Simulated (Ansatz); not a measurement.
**F$_{2}$H$_{2}$Si$_{2}$: density, localisation and related maps**

Input file:

```
crystal:
  periodic: [false, false, false]
  atoms:
    - { symbol: F, position_ang: [1.4845, -1.20131, -1.24908] }
    - { symbol: Si, position_ang: [0.3733, -0.99194, -0.09657] }
    - { symbol: F, position_ang: [-0.68063, -2.05172, -0.70828] }
    - { symbol: Si, position_ang: [-0.41094, 1.07863, 0.04857] }
    - { symbol: H, position_ang: [0.23251, 1.95202, -0.95304] }
    - { symbol: H, position_ang: [-1.81727, 1.13953, -0.39736] }
basis:
  gaussian: { orbitals: def2-SVP }
hamiltonian:
  xc: blyp
  dispersion: d4
relax:
  f_tol: 0.015
  max_steps: 40
output:
  orbitals: {}
```

Launched as:

```sh
ansatz run input.yaml --threads 1 --pin off --max-ram 2048MiB --backend cpu --events-out ev --progress --plain --runs-dir out
```

The fields are those of the relaxed geometry.

Theory: RKS BLYP-D4/def2-SVP (Ansatz 0.2.0).

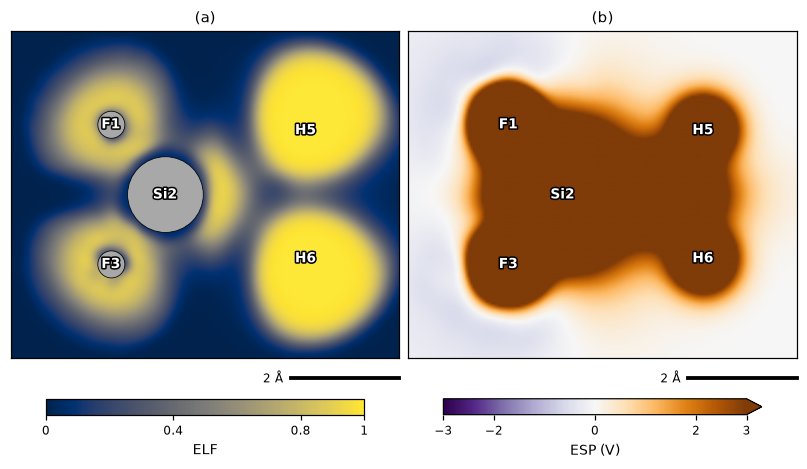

Figure 1. (a) electron localisation function; (b) molecular electrostatic potential on the plane of atoms F1, Si2 and F3. Grey discs cover the atomic cores in the ELF map.

Question: What does the map show?

Answer:
- Atoms in the plane: F, Si and H.
- Si–F (1.63 Å): the ELF peaks at about 0.85 in the valence shell of F, 0.6 Å from its nucleus, and is about 0.45 at the midpoint.
- The ELF also peaks beside F3 and F1, away from the bonds: lone-pair regions.
- Outside the dense part of the molecule the potential is most negative (−0.6 V) near F1 and F3.

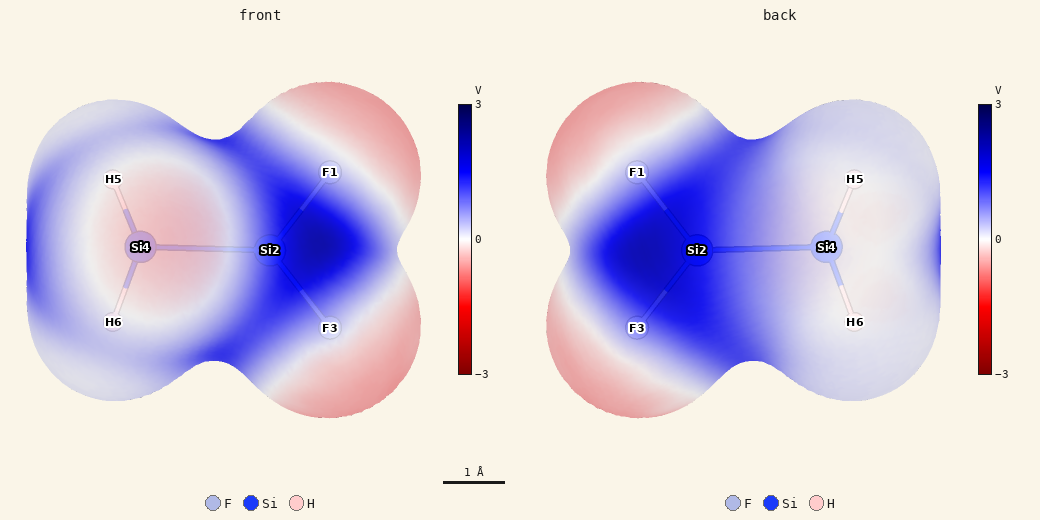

Figure 2. The molecular electrostatic potential painted on the density surface at 0.002 e/bohr³, seen from the front and from behind; the colour scale runs from red (negative) to blue (positive).

Question: Describe the electrostatic potential map.

Answer: The most negative region (about −0.5 V) lies over F1 and F3, the most positive (about +2.0 V) over Si2.

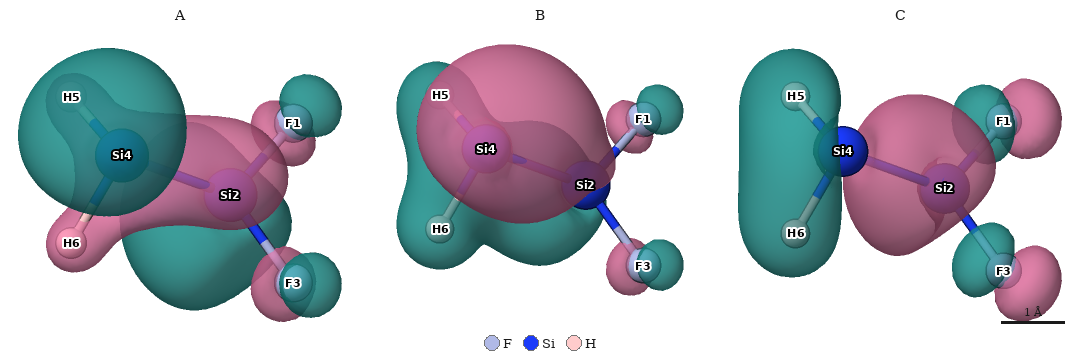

Figure 3. Three frontier orbitals at ±0.1 Å⁻³ᐟ² (teal and pink are the two phases), in no order.

Question: Order the three orbitals by energy and name them.

Answer: C is the HOMO−1 (−8.29 eV). It lies mainly on Si2 (about 30 %), Si4 (about 30 %), F1 (about 10 %), F3 (about 10 %), H5 (about 10 %) and H6 (about 10 %). B is the HOMO (−5.73 eV). It lies mainly on Si4 (about 60 %) and Si2 (about 25 %). A is the LUMO (−3.24 eV). It lies mainly on Si2 (about 50 %), Si4 (about 35 %), F1 (about 5 %) and F3 (about 5 %).

Question: What is the HOMO–LUMO gap?

Answer: 2.49 eV between the orbital energies.
